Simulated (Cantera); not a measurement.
Feed: 1 mol CS2, 1.5 mol H2, held at 1.60e7 Pa.

These are equilibrium values from Cantera (NASA tables, ideal gas, pure condensed phases), not measurements of a reactor. Candidate condensed phases: C, C6H6, C7H8, C8H18, S; 83 gas species. The ideal-gas law is rough above about 30 bar. Gases not in the tables: S3 to S7. Kinetics and transport are ignored.

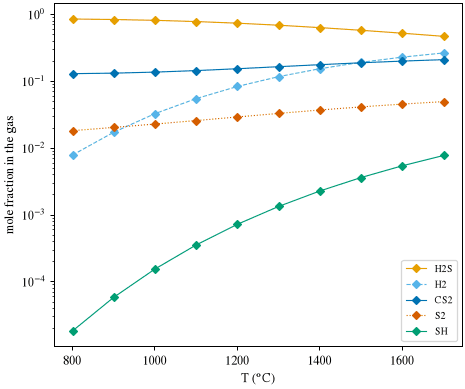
Figure: Equilibrium gas composition (values under 1e-9 drawn at 1e-9)

From 802 °C to 1702 °C the condensed part is C(graphite). The main C-bearing gas is CS2 throughout. The share of C in condensed phases is highest at 802 °C (77.3 %) and lowest at 1702 °C (56.5 %).
